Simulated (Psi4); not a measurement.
**GeH2I (SMILES [GeH2][I]): USVWN5/def2-TZVP (core potential)**

What is the vertical doublet–quartet gap of GeH2I at USVWN5/def2-TZVP (core potential)? 

The calculation is run with Psi4 1.11.

1 further run of the same task is left out (set aside as unsound or not needed).

## 1. The molecule

GeH2I has 4 atoms, charge 0, and is taken as a doublet. As SMILES, `[GeH2][I]`. The shape is that of a PBE0-D4/def2-TZVP optimisation.

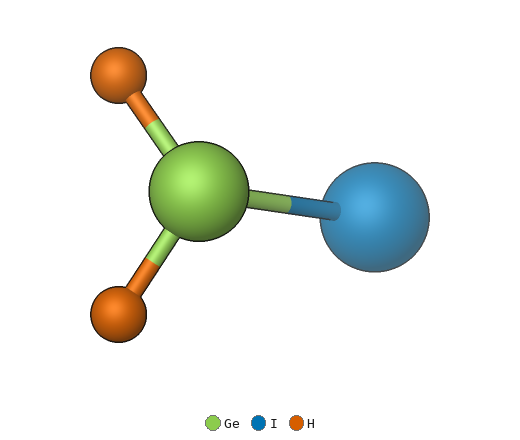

The structure, seen from a chosen angle (germanium green, iodine blue, hydrogen orange).

## 2. Energy and forces at USVWN5/def2-TZVP (core potential)

Contents of job.in:

```
memory 1600 mb

molecule molecule1 {
  0 2
  Ge    -0.05820356    -0.62606627    -0.82921182
  I      2.81474706    -0.31010406     2.92926447
  H     -2.77147233    -1.07128574     0.16043775
  H      0.11999761     1.89331660    -2.29885183
  units au
  symmetry c1
  no_reorient
  no_com
}

set {
  basis def2-TZVP
  reference uks
  puream true
  e_convergence 1e-09
  d_convergence 1e-08
  scf_type pk
  dft_radial_points 99
  dft_spherical_points 590
  maxiter 200
}

e_tot, wfn = gradient('scf', dft_functional={"name": "SVWN5", "x_functionals": {"LDA_X": {}}, "c_functionals": {"LDA_C_VWN": {}}}, return_wfn=True)
oeprop(wfn, 'MULLIKEN_CHARGES', 'QUADRUPOLE', 'LOWDIN_CHARGES')
```

Command:

```bash
$ psi4 -n 1 job.in job.out
```

job.out:

```text
[...]
    !!!  WARNING: ECP capability is in beta. Please check occupations closely.  !!!
[...]
  Running in c1 symmetry.
[...]
  Nuclear repulsion =  198.800056490403620
[...]
  Multiplicity = 2
[...]
  Nalpha       = 30
  Nbeta        = 29
[...]
    Number of basis functions: 110
[...]
   @UKS iter   1: -2370.45463388759799   -3.32916e+00   2.94221e-02 ADIIS/DIIS
[...]
   @UKS iter  14: -2372.33198025447291   -1.54614e-11   8.48675e-09 DIIS
[...]
   @S^2 Observed:                7.509567802E-01
[...]
    Orbital Energies [Eh]
    ---------------------
    Alpha Occupied:
       1A   -396.357444     2A    -49.119997     3A    -43.792333
       4A    -43.791097     5A    -43.790025     6A     -6.598864
       7A     -5.968818     8A     -4.667944     9A     -4.660919
      10A     -4.658914    11A     -4.205631    12A     -4.202161
      13A     -4.199424    14A     -1.815573    15A     -1.813618
      16A     -1.811979    17A     -1.806160    18A     -1.806062
      19A     -1.129831    20A     -1.128623    21A     -1.126161
      22A     -1.126035    23A     -1.123951    24A     -0.658455
      25A     -0.506883    26A     -0.337043    27A     -0.319572
      28A     -0.268684    29A     -0.248734    30A     -0.198953
    Alpha Virtual:
[...]
  @UKS Final Energy: -2372.33198025447291
   => Energetics <=
    Nuclear Repulsion Energy =            198.8000564904036196
    One-Electron Energy =               -3809.4399312118434864
    Two-Electron Energy =                1336.6226430535616601
    DFT Exchange-Correlation Energy =     -98.3147485865949307
    Empirical Dispersion Energy =           0.0000000000000000
    VV10 Nonlocal Energy =                  0.0000000000000000
    Total Energy =                      -2372.3319802544729100
[...]
  -Total Gradient:
     Atom            X                  Y                   Z
    ------   -----------------  -----------------  -----------------
       1       -0.004113599128     0.002422029716    -0.001940534500
       2        0.002710661350    -0.000183839790     0.002964312886
       3        0.001752897489    -0.000038494754    -0.001410449647
       4       -0.000347259975    -0.002204615040     0.000383913589
[...]
 Multipole Moments:
 ------------------------------------------------------------------------------------
     Multipole            Electronic (a.u.)      Nuclear  (a.u.)        Total (a.u.)
 ------------------------------------------------------------------------------------
 L = 1.  Multiply by 2.5417464519 to convert [e a0] to [Debye]
 Dipole X            :        -66.1243613           65.8546879           -0.2696734
 Dipole Y            :         26.9661445          -26.9646913            0.0014532
 Dipole Z            :        -44.8737446           44.5584194           -0.3153252
 Magnitude           :                                                    0.4149167
 L = 2.  Multiply by 1.3450342976 to convert [e a0^2] to [Debye ang]
 Quadrupole XX       :       -240.0363619          205.8738885          -34.1624734
 Quadrupole XY       :         17.7663913          -17.4593229            0.3070684
[...]
  Mulliken Charges: (a.u.)
   Center  Symbol    Alpha    Beta     Spin     Total
       1    GE    16.36722 15.63191  0.73531  0.00088
       2     I    12.64636 12.49097  0.15539 -0.13734
       3     H     0.49321  0.43856  0.05465  0.06823
       4     H     0.49321  0.43856  0.05465  0.06823
   Total alpha = 30.00000, Total beta = 29.00000, Total charge = -0.00000
  Lowdin Charges: (a.u.)
   Center  Symbol    Alpha    Beta     Spin     Total
       1    GE    16.38697 15.63935  0.74762 -0.02633
       2     I    12.54068 12.36916  0.17152  0.09016
[...]
```

Run time: 41 s. Hardware: 1 thread of Intel Xeon Platinum 8259CL at 2.50GHz (Skylake/Cascade Lake), shared host; peak memory 0.57 GiB.

## 3. The quartet at the same level

Contents of calc.in:

```
memory 1600 mb

molecule mol {
  0 4
  Ge    -0.030800    -0.331300    -0.438800
  I      1.489500    -0.164100     1.550100
  H     -1.466600    -0.566900     0.084900
  H      0.063500     1.001900    -1.216500
  units angstrom
  symmetry c1
  no_reorient
  no_com
}

set basis def2-TZVP
set reference uks
set puream true
set e_convergence 1e-09
set d_convergence 1e-08
set scf_type pk
set dft_radial_points 99
set dft_spherical_points 590
set maxiter 200

e_tot, wfn = gradient('scf', dft_functional={"name": "SVWN5", "x_functionals": {"LDA_X": {}}, "c_functionals": {"LDA_C_VWN": {}}}, return_wfn=True)
oeprop(wfn, 'WIBERG_LOWDIN_INDICES', 'DIPOLE', 'MAYER_INDICES')
```

Command:

```bash
$ psi4 calc.in calc.out -n 1
```

calc.out (excerpt; [...] marks lines left out):

```text
[...]
    !!!  WARNING: ECP capability is in beta. Please check occupations closely.  !!!
[...]
  Running in c1 symmetry.
[...]
  Nuclear repulsion =  198.800056271228357
[...]
  Multiplicity = 4
[...]
  Nalpha       = 31
  Nbeta        = 28
[...]
    Number of basis functions: 110
[...]
   @UKS iter   1: -2370.15264321167069   -3.02734e+00   3.01310e-02 DIIS/ADIIS
[...]
   @UKS iter  17: -2372.15485457310979   -5.91172e-12   6.64082e-09 DIIS
[...]
   @S^2 Observed:                3.751483402E+00
[...]
  @UKS Final Energy: -2372.15485457310979
   => Energetics <=
    Nuclear Repulsion Energy =            198.8000562712283568
    One-Electron Energy =               -3809.1620614108815062
    Two-Electron Energy =                1336.5104273893030040
    DFT Exchange-Correlation Energy =     -98.3032768227596421
    Empirical Dispersion Energy =           0.0000000000000000
    VV10 Nonlocal Energy =                  0.0000000000000000
    Total Energy =                      -2372.1548545731097875
[...]
  -Total Gradient:
     Atom            X                  Y                   Z
    ------   -----------------  -----------------  -----------------
       1        0.028355062050     0.005865385140     0.040381599691
       2       -0.043620178178    -0.001302148146    -0.052850731371
       3        0.010814432670     0.000982294027     0.003525468387
       4        0.004453455635    -0.005550615472     0.008940792391
[...]
 Multipole Moments:
 ------------------------------------------------------------------------------------
     Multipole            Electronic (a.u.)      Nuclear  (a.u.)        Total (a.u.)
 ------------------------------------------------------------------------------------
 L = 1.  Multiply by 2.5417464519 to convert [e a0] to [Debye]
 Dipole X            :        -65.7094723           65.8546878            0.1452155
 Dipole Y            :         27.0596571          -26.9646911            0.0949661
 Dipole Z            :        -44.2732285           44.5584192            0.2851908
 Magnitude           :                                                    0.3338261
[...]
```

Run time: 43 s. Hardware: 1 thread of Intel Xeon Platinum 8259CL at 2.50GHz (Skylake/Cascade Lake), shared host; peak memory 0.55 GiB.

## 4. Results

Level: USVWN5/def2-TZVP (core potential).

| quantity | value |
| --- | --- |
| doublet: total energy | -2372.33198 Eh |
| doublet: dipole moment | 1.05 D |
| doublet: HOMO energy (highest over α and β) | -5.41 eV |
| doublet: LUMO energy (lowest over α and β) | -4.58 eV |
| doublet: ⟨S²⟩ | 0.751 |
| doublet: largest force on an atom | 0.265 eV/Å |
| quartet: total energy | -2372.15485 Eh |
| quartet: dipole moment | 0.85 D |
| quartet: HOMO energy (highest over α and β) | -2.32 eV |
| quartet: ⟨S²⟩ | 3.751 |
| quartet: largest force on an atom | 3.524 eV/Å |
| vertical energy of the quartet above the doublet | 4.820 eV |

At this shape the quartet lies 4.82 eV (111 kcal/mol) above the doublet. The largest force (doublet) is 0.26 eV/Å: the shape isn't a stationary point for this species at this level.
